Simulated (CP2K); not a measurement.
**One shape, several levels: CH6BNO2 (SMILES COB(N)O)**

Aim: a comparison of 3 runs (GFN2-xTB, PM3, GFN1-xTB) of CH6BNO2. 

The results are computed with CP2K 2026.2.

4 further runs of the same task are left out: 3 that didn't finish, 1 set aside as unsound or not needed. Runs told in other sessions of the task aren't counted.

### Step 1. The molecule

CH6BNO2: 11 atoms, total charge 0, spin state singlet. SMILES: `COB(N)O`. The B3–N4 distance was set to 2.537 Å, away from the relaxed value. At this shape a bond of the SMILES string is far longer than usual.

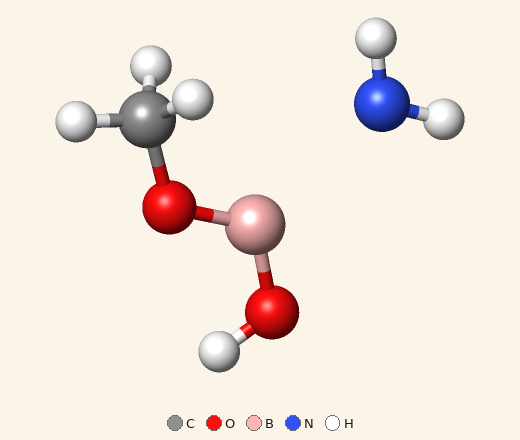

The structure, seen from a chosen angle (carbon grey, oxygen red, boron pink, nitrogen blue, hydrogen white).

### Step 2. The energy at GFN2-xTB (run 1)

The input, calc.inp:

```
&GLOBAL
  PROJECT_NAME calc
  RUN_TYPE ENERGY
  PRINT_LEVEL MEDIUM
&END

&FORCE_EVAL
  METHOD QUICKSTEP
  &DFT
    CHARGE 0
    MULTIPLICITY 1
    &QS
      METHOD XTB
      EPS_DEFAULT 1.0E-10
      &XTB
        GFN_TYPE TBLITE
        &TBLITE
          METHOD GFN2
        &END
        CHECK_ATOMIC_CHARGES F
      &END
    &END
    &POISSON
      PERIODIC NONE
      POISSON_SOLVER ANALYTIC
    &END
    &SCF
      SCF_GUESS ATOMIC
      EPS_SCF 1.0E-07
      MAX_SCF 150
      ADDED_MOS 2
      &DIAGONALIZATION
        ALGORITHM STANDARD
      &END
      &MIXING
        METHOD DIRECT_P_MIXING
        ALPHA 0.4
      &END
      &SMEAR ON
        METHOD FERMI_DIRAC
        ELECTRONIC_TEMPERATURE [K] 300
      &END
    &END
    ! extra output
    &PRINT
      &MOMENTS
        PERIODIC F
        REFERENCE COM
        MAX_MOMENT 1
      &END
      &MO ON
        ENERGIES T
        OCCUPATION_NUMBERS T
        NDIGITS 6
        &EACH
          QS_SCF 0
        &END
        ADD_LAST NUMERIC
      &END
      &HIRSHFELD OFF
      &END
    &END
  &END
  ! atoms, cell and kinds
  &SUBSYS
    &CELL
      ABC [angstrom] 16.2 14.9 17.3
      PERIODIC NONE
    &END
    &COORD
      UNIT bohr
      C     -0.0422505     1.4962077     3.7453616
      O     -2.2347107     0.0806138     3.2706624
      B     -2.6075537    -1.0706073     0.9710547
      N      0.5211865    -0.8161727    -2.6526086
      O     -4.7939668    -2.4244071     0.6377070
      H      0.1236675     3.1028528     2.4478756
      H     -0.1539333     2.2275317     5.6689138
      H      1.6649281     0.3328923     3.5902151
      H      2.1620357     0.1252888    -2.5830666
      H      0.1799019    -1.6835570    -4.3038512
      H     -5.8202771    -2.3828331     2.1309686
    &END
    &TOPOLOGY
      &CENTER_COORDINATES
      &END
    &END
  &END
&END
```

The run is started by

```sh
$ OMP_NUM_THREADS=1 cp2k.psmp calc.inp > calc.out
```

Standard output:

```text
CP2K| version string:                                       CP2K version 2026.2
[...]
 GLOBAL| Method name                                                        CP2K
[...]
 GLOBAL| Run type                                                         ENERGY
[...]
                             - Atoms:                                         11
[...]
                             - Spherical basis functions:                     26
[...]
 Number of electrons:                                                         30
[...]
  *** SCF run converged in    63 steps ***
[...]
  Fermi energy:                                                -0.28991510352444
[...]
 TB_DIPOLE| Moment [Debye]         -0.71242136       0.83940249       3.01076771
 TB_DIPOLE| Derivative [a.u.]       0.00000000       0.00000000       0.00000000
[...]
 ENERGY| Total FORCE_EVAL ( QS ) energy [hartree]            -17.405021663749451
[...]
```

It took 0.56 s on 1 thread of Arm Neoverse N1, shared host; peak memory 0.14 GiB.

### Step 3. A single-point energy at PM3 (run 2)

The input, run.inp:

```
&GLOBAL
  PROJECT run
  RUN_TYPE ENERGY
  PRINT_LEVEL MEDIUM
&END GLOBAL
&FORCE_EVAL
  METHOD QUICKSTEP
  &DFT
    CHARGE 0
    MULTIPLICITY 1
    # Quickstep
    &QS
      METHOD PM3
      EPS_DEFAULT 1.0E-10
      &SE
        &COULOMB
          CUTOFF [angstrom] 50
          RC_RANGE [angstrom] 0
        &END COULOMB
        &EXCHANGE
          CUTOFF [angstrom] 50
          RC_RANGE [angstrom] 0
        &END EXCHANGE
      &END SE
    &END QS
    &POISSON
      PERIODIC NONE
      POISSON_SOLVER ANALYTIC
    &END POISSON
    # self-consistent field
    &SCF
      SCF_GUESS ATOMIC
      EPS_SCF 1.0E-07
      MAX_SCF 40
      &OT ON
        MINIMIZER DIIS
        PRECONDITIONER FULL_ALL
      &END OT
      &OUTER_SCF
        EPS_SCF 1.0E-07
        MAX_SCF 10
      &END OUTER_SCF
    &END SCF
    # extra output
    &PRINT
      &MOMENTS
        PERIODIC F
        REFERENCE COM
        MAX_MOMENT 1
      &END MOMENTS
      &MO_CUBES
        NLUMO 3
        NHOMO -1
        WRITE_CUBE F
      &END MO_CUBES
      &HIRSHFELD OFF
      &END HIRSHFELD
    &END PRINT
  &END DFT
  &SUBSYS
    # vacuum box
    &CELL
      ABC [angstrom] 20.2 18.9 21.3
      PERIODIC NONE
    &END CELL
    &COORD
      C     11.045571    10.062250    12.270780
      O      9.885371     9.313150    12.019580
      B      9.688071     8.703950    10.802680
      N     11.343729     8.838591     8.885120
      O      8.531071     7.987550    10.626280
      H     11.133371    10.912450    11.584180
      H     10.986471    10.449250    13.288680
      H     11.948971     9.446650    12.188680
      H     12.212029     9.336791     8.921920
      H     11.163129     8.379591     8.011320
      H      7.987971     8.009550    11.416480
    &END COORD
  &END SUBSYS
&END FORCE_EVAL
```

The run is started by

```sh
$ OMP_NUM_THREADS=1 cp2k.psmp run.inp > run.out
```

Standard output:

```text
CP2K| version string:                                       CP2K version 2026.2
[...]
 GLOBAL| Method name                                                        CP2K
[...]
 GLOBAL| Run type                                                         ENERGY
[...]
                             - Atoms:                                         11
[...]
                             - Spherical basis functions:                     26
[...]
 Number of electrons:                                                         30
[...]
     1 OT DIIS     0.15E+00    0.0     0.34432019       -31.6469549371 -3.16E+01
[...]
    16 OT DIIS     0.15E+00    0.0     0.00000005       -37.3755786737 -9.92E-12
  *** SCF run converged in    16 steps ***
  Core-core repulsion energy [eV]:                           2092.55258288490813
  Core Hamiltonian energy [eV]:                             -1639.91133133498079
  Two-electron integral energy [eV]:                        -2939.36493940354057
  Electronic energy [eV]:                                   -3109.59380103675130
  Total energy [eV]:                                        -1017.04121815184305
  Atomic reference energy [eV]:                              1014.99459079617554
  Heat of formation [kcal/mol]:                               -47.19635176880141
[...]
 SE_DIPOLE| Moment [Debye]          1.15597421      -0.76304244      -3.42748126
 SE_DIPOLE| Derivative [a.u.]       0.00000000       0.00000000       0.00000000
 *** WARNING in qs_scf_post_se.F:140 :: Printing of MO cube files not ***
 *** implemented for Semi-Empirical method.                           ***
 ENERGY| Total FORCE_EVAL ( QS ) energy [hartree]            -37.375578673732086
[...]
```

Run time: 1 s. Hardware: 1 thread of Arm Neoverse N1, shared host; peak memory 0.14 GiB.

### Step 4. A single-point energy at GFN1-xTB (run 3)

The input, molecule.xyz:

```xyz
11

C     -0.022358     0.791759     1.981960
O     -1.182558     0.042659     1.730760
B     -1.379858    -0.566541     0.513860
N      0.275800    -0.431900    -1.403700
O     -2.536858    -1.282941     0.337460
H      0.065442     1.641959     1.295360
H     -0.081458     1.178759     2.999860
H      0.881042     0.176159     1.899860
H      1.144100     0.066300    -1.366900
H      0.095200    -0.890900    -2.277500
H     -3.079958    -1.260941     1.127660
```

The input, molecule.inp:

```
&GLOBAL
   PROJECT_NAME molecule
   RUN_TYPE ENERGY
   PRINT_LEVEL MEDIUM
&END

&FORCE_EVAL
   METHOD Quickstep
   &DFT
      &QS
         METHOD XTB
         EPS_DEFAULT 1.0E-10
         &XTB
            GFN_TYPE 1
            CHECK_ATOMIC_CHARGES F
         &END
      &END
      &POISSON
         PERIODIC NONE
         POISSON_SOLVER ANALYTIC
      &END
      &SCF
         SCF_GUESS ATOMIC
         EPS_SCF 1.0E-07
         MAX_SCF 40
         &OT
            MINIMIZER CG
            PRECONDITIONER FULL_SINGLE_INVERSE
         &END
         &OUTER_SCF
            EPS_SCF 1.0E-07
            MAX_SCF 10
         &END
      &END
      &PRINT
         &MOMENTS
            PERIODIC F
            REFERENCE COM
            MAX_MOMENT 1
         &END
         &MO_CUBES
            NLUMO 3
            NHOMO -1
            WRITE_CUBE F
         &END
         &HIRSHFELD OFF
         &END
      &END
   &END
   &SUBSYS
      &CELL
         ABC 14.2 12.9 15.3
         PERIODIC NONE
      &END
      &TOPOLOGY
         COORD_FILE_NAME molecule.xyz
         COORD_FILE_FORMAT XYZ
         &CENTER_COORDINATES
         &END
      &END
   &END
&END
```

The run is started by

```sh
$ OMP_NUM_THREADS=1 cp2k.psmp -i molecule.inp > molecule.out 2>&1
```

Standard output:

```text
CP2K| version string:                                       CP2K version 2026.2
[...]
 GLOBAL| Method name                                                        CP2K
[...]
 GLOBAL| Run type                                                         ENERGY
[...]
                             - Atoms:                                         11
[...]
                             - Spherical basis functions:                     32
[...]
 Number of electrons:                                                         30
[...]
     1 OT CG       0.80E-01    0.0     0.20162152       -18.8149768954 -1.88E+01
[...]
    30 OT CG       0.78E-01    0.0     0.00000009       -19.3055327831 -4.30E-13
  *** SCF run converged in    30 steps ***
[...]
 TB_DIPOLE| Moment [Debye]         -0.17588367       1.06888980       2.84237183
 TB_DIPOLE| Derivative [a.u.]       0.00000000       0.00000000       0.00000000
[...]
 ENERGY| Total FORCE_EVAL ( QS ) energy [hartree]            -19.305532783139022
[...]
```

Wall time 0.97 s (1 thread of Arm Neoverse N1, shared host); peak memory 0.15 GiB.

### Step 5. Overview of the runs

```csv
run,level,iteration cap,solver,energy (Eh),dipole moment (D),HOMO energy (eV),dispersion energy (kJ/mol),wall time
1,GFN2-xTB,150,DIAG,-17.405022,3.21,-8.05,-11.54,0.56 s
2,PM3,40,OT,-37.375579,3.70,–,–,1 s
3,GFN1-xTB,40,OT,-19.305533,3.04,-8.93,-7.35,0.97 s
```

### Step 6. Summary of results

| quantity | value |
| --- | --- |
| run 3: total energy | -19.30553 Eh |
| run 3: dipole moment (from atomic charges alone) | 3.04 D |
| run 3: HOMO energy | -8.93 eV |
| run 3: dispersion energy | -7.35 kJ/mol |

What this shows: The dipole moment (its size) runs from 3.04 D (GFN1-xTB) to 3.70 D (PM3). Some of these are taken from atomic charges alone. In all runs a closed-shell determinant meets a far-stretched bond; if it breaks into open shells, such a determinant describes it badly, and no broken-symmetry solution was shown. Force-field and semi-empirical energies have zeros of their own, so their totals don't compare. All runs together took 2.5 s, the longest 1 s.
